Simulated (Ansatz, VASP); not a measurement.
# BAs: VASP beside Ansatz

Wanted: the spread between two codes on one cell, functional and k mesh.

Method: plane waves, with VASP 6.6.1 beside it; band structure at r2SCAN-EpsX, in Ansatz 0.2.0.

**1. The structure**

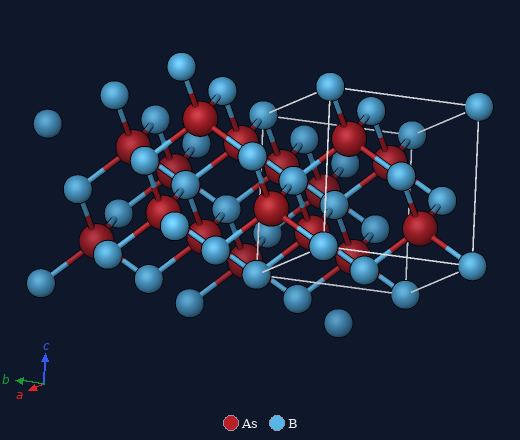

The starting structure, seen from a free direction (arsenic red, boron blue). 2×2×1 cells are drawn. This picture shows the conventional cell, with its axes. Bonds to atoms that aren't drawn are left out. Some periodic images of atoms are drawn too.

As a file:

```
As B
1.0
     0.00000    2.38850    2.38850
     2.38850    0.00000    2.38850
     2.38850    2.38850    0.00000
As B
1 1
Direct
  0.75000 0.75000 0.75000
  0.00000 0.00000 0.00000
```

**2. VASP: band structure, r2SCAN-EpsX**

The same path points are solved in both programs, so levels can be compared one by one.

Lines of VASP's logs that name or quote its potential files are left out, and so is its time.

File INCAR:

```
SYSTEM = BAs
PREC = Accurate
ENCUT = 370
EDIFF = 1E-06
NELM = 100
ISMEAR = 0
SIGMA = 0.03
LREAL = .FALSE.
ALGO = Normal
LHFCALC = .TRUE.
AEXX = 0.102
METAGGA = R2SCAN
LASPH = .TRUE.
NBANDS = 10
PRECFOCK = Fast
HFRCUT = -1
LORBIT = 11
LWAVE = .FALSE.
LCHARG = .FALSE.
KPAR = 4
```

File POSCAR:

```
BAs
1.0
    0.0000000000      2.3885000000      2.3885000000
    2.3885000000      0.0000000000      2.3885000000
    2.3885000000      2.3885000000      0.0000000000
As B
1 1
Direct
    0.7500000000      0.7500000000      0.7500000000
    0.0000000000      0.0000000000      0.0000000000
```

File KPOINTS:

```
Automatic mesh
0
Gamma
5 5 5
0 0 0
```

File KPOINTS_OPT:

```
Line mode
10
Line-mode
Reciprocal
  0.00000000   0.00000000   0.00000000 GAMMA
  0.50000000   0.00000000   0.50000000 X

  0.50000000   0.00000000   0.50000000 X
  0.50000000   0.25000000   0.75000000 W

  0.50000000   0.25000000   0.75000000 W
  0.37500000   0.37500000   0.75000000 K

  0.37500000   0.37500000   0.75000000 K
  0.00000000   0.00000000   0.00000000 GAMMA

  0.00000000   0.00000000   0.00000000 GAMMA
  0.50000000   0.50000000   0.50000000 L

  0.50000000   0.50000000   0.50000000 L
  0.62500000   0.25000000   0.62500000 U

  0.62500000   0.25000000   0.62500000 U
  0.50000000   0.25000000   0.75000000 W

  0.50000000   0.25000000   0.75000000 W
  0.50000000   0.50000000   0.50000000 L

  0.50000000   0.50000000   0.50000000 L
  0.37500000   0.37500000   0.75000000 K

  0.62500000   0.25000000   0.62500000 U
  0.50000000   0.00000000   0.50000000 X
```

Potentials, in the order of the species: As and B (PBE family, release 64).

The run is started by

```console
$ mpirun -np 4 vasp_std
```

Numbers of over 12 decimals in the logs are rounded to 6 here.

Output:

```text
[banner, memory and clock lines left out]
running    4 mpi-ranks, on    1 nodes
 distrk:  each k-point on    1 cores,    4 groups
 distr:  one band on    1 cores,    1 groups

 POSCAR found type information on POSCAR AsB
 POSCAR found :  2 types and       2 ions
|                                                                             |
|               ----> ADVICE to this user running VASP <----                  |
|                                                                             |
|     You enforced a specific xc type in the INCAR file but a different       |
|     [... a line on the potential file left out ...]
|     I HOPE YOU KNOW WHAT YOU ARE DOING!                                     |
|                                                                             |

 LDA part: xc-table for (None), standard interpolation
 found WAVECAR, reading the header
 POSCAR, INCAR and KPOINTS ok, starting setup
 FFT: planning ... GRIDC
 FFT: planning ... GRID_SOFT
 FFT: planning ... GRID
 HFRCUT set to (new)   9.334170
 reading WAVECAR
 the WAVECAR file was read successfully
 initial charge from wavefunction
 entering main loop
       N       E                     dE             d eps       ncg     rms          rms(c)
DAV:   1    -0.222504391933E+02   -0.22250E+02   -0.71368E-01   202   0.713E+00    0.163E+00
DAV:   2    -0.222526372081E+02   -0.21980E-02   -0.76205E-03   218   0.644E-01    0.106E+00
DAV:   3    -0.222525008324E+02    0.13638E-03   -0.17810E-04   222   0.103E-01    0.622E-01
DAV:   4    -0.222524386260E+02    0.62206E-04   -0.19194E-05   220   0.447E-02    0.364E-01
DAV:   5    -0.222524116680E+02    0.26958E-04   -0.79287E-06   222   0.285E-02    0.211E-01
DAV:   6    -0.222524014500E+02    0.10218E-04   -0.33603E-06   218   0.181E-02    0.122E-01
DAV:   7    -0.222523976936E+02    0.37564E-05   -0.12672E-06   212   0.112E-02    0.700E-02
DAV:   8    -0.222523963054E+02    0.13882E-05   -0.47397E-07   124   0.699E-03    0.404E-02
DAV:   9    -0.222523957762E+02    0.52924E-06   -0.20789E-07   112   0.481E-03
   1 F= -.22252396E+02 E0= -.22252396E+02  d E =-.290056E-12
 Start KPOINTS_OPT (optional k-point list driver)
k-point batch [1-10\100]
       N       E                     dE             ncg
DAV:   1     0.227477937574E+03   -0.11202E+04      200
DAV:   2    -0.226489100391E+02   -0.25013E+03      284
DAV:   3    -0.314706674893E+02   -0.88218E+01      246
DAV:   4    -0.315063269284E+02   -0.35659E-01      256
DAV:   5    -0.315064820871E+02   -0.15516E-03      240
DAV:   6    -0.315064822666E+02   -0.17953E-06      250
[...]
k-point batch [91-100\100]
       N       E                     dE             ncg
DAV:   1     0.322004128789E+02   -0.28632E+04      200
DAV:   2    -0.153602322115E+03   -0.18580E+03      282
DAV:   3    -0.158466588996E+03   -0.48643E+01      274
DAV:   4    -0.158488327329E+03   -0.21738E-01      274
DAV:   5    -0.158488360639E+03   -0.33311E-04      242
DAV:   6    -0.158488360673E+03   -0.33895E-07      282
```

From OUTCAR (step 2):

```text
ion  position               nearest neighbor table
   1  0.750  0.750  0.750-   2 2.07   2 2.07   2 2.07   2 2.07
   2  0.000  0.000  0.000-   1 2.07   1 2.07   1 2.07   1 2.07

  LATTYP: Found a face centered cubic cell.
 ALAT       =     4.7770000000

 Subroutine GETGRP returns: Found 24 space group operations
 (whereof 24 operations were pure point group operations)

The static configuration has the point symmetry T_d .

 Found     10 irreducible k-points:

   k-points           NKPTS =     10   k-points in BZ     NKDIM =    125   number of bands    NBANDS=     10

   dimension x,y,z NGX =    24 NGY =   24 NGZ =   24
   dimension x,y,z NGXF=    48 NGYF=   48 NGZF=   48

   ENCUT  =  370.0 eV  27.19 Ry    5.21 a.u.   5.30  5.30  5.30*2*pi/ulx,y,z

   NELECT =       8.0000    total number of electrons

 k-points in reciprocal lattice and weights: Automatic mesh
   0.00000000  0.00000000  0.00000000       0.008
   0.20000000  0.00000000  0.00000000       0.064
   0.40000000  0.00000000  0.00000000       0.064
   0.20000000  0.20000000  0.00000000       0.048
   0.40000000  0.20000000  0.00000000       0.192
  -0.40000000  0.20000000  0.00000000       0.192
  -0.20000000  0.20000000  0.00000000       0.096
   0.40000000  0.40000000  0.00000000       0.048
  -0.40000000  0.40000000  0.00000000       0.096
  -0.40000000  0.40000000  0.20000000       0.192

  exchange ACFDT corr.  =         0.00000000  see jH, gK, PRB 81, 115126

 average (electrostatic) potential at core
       1 -51.0915       2 -26.6247

 E-fermi :   5.8923

 k-point     1 :       0.0000    0.0000    0.0000
  band No.  band energies     occupation
      1     -10.9645      2.00000
      2       5.7546      2.00000
      3       5.7546      2.00000
      4       5.7546      2.00000
      5       9.7689      0.00000
      6       9.7689      0.00000
      7       9.7689      0.00000
      8      11.5856      0.00000
      9      16.7191      0.00000
    ...

 k-point     2 :       0.2000    0.0000    0.0000
  band No.  band energies     occupation
      1     -10.2674      2.00000
      2       1.6750      2.00000
      3       4.7990      2.00000
      4       4.7990      2.00000
      5       9.8447      0.00000
      6      10.9923      0.00000
      7      10.9923      0.00000
      8      14.2136      0.00000
      9      18.0767      0.00000
    ...

 k-point     3 :       0.4000    0.0000    0.0000
  band No.  band energies     occupation
      1      -8.4278      2.00000
      2      -2.8875      2.00000
      3       3.8720      2.00000
      4       3.8720      2.00000
      5       9.3756      0.00000
      6      11.4575      0.00000
      7      11.4575      0.00000
      8      15.9960      0.00000
      9      19.3413      0.00000
    ...

  energy-cutoff  :      370.00
  volume of cell :       27.25
      direct lattice vectors                 reciprocal lattice vectors
     0.000000000  2.388500000  2.388500000    -0.209336404  0.209336404  0.209336404
     2.388500000  0.000000000  2.388500000     0.209336404 -0.209336404  0.209336404
     2.388500000  2.388500000  0.000000000     0.209336404  0.209336404 -0.209336404

 POSITION                                       TOTAL-FORCE (eV/Angst)
 -----------------------------------------------------------------------------------
      3.58275      3.58275      3.58275         0.000000     -0.000000      0.000000
      0.00000      0.00000      0.00000        -0.000000      0.000000     -0.000000
 -----------------------------------------------------------------------------------
    total drift:                                0.000000     -0.000000     -0.000000

  FREE ENERGIE OF THE ION-ELECTRON SYSTEM (eV)
  ---------------------------------------------------
  free  energy   TOTEN  =       -22.2523957762 eV

  energy  without entropy=      -22.2523957762  energy(sigma->0) =      -22.25239578

 total charge
# of ion       s       p       d       tot
------------------------------------------
    1        1.175   1.713   0.092   2.981
    2        0.662   1.172   0.000   1.834
--------------------------------------------------
tot          1.838   2.886   0.092   4.815

[... 3 further parts left out ...]
```

(Part 1 of 2 ends here.)

[Lines on the potential files, build, host, timing and source positions are cut from VASP's logs without a mark.]

[Logs are printed without paths, hosts, clocks, repeated set-up lines and the standing remarks that a program may print on its own settings, such as how far it seeks lower states.]

[Hosts, paths, dates, database ids (printed as entryN), source tags and the programs' standing remarks are cut or masked in the printed files.]
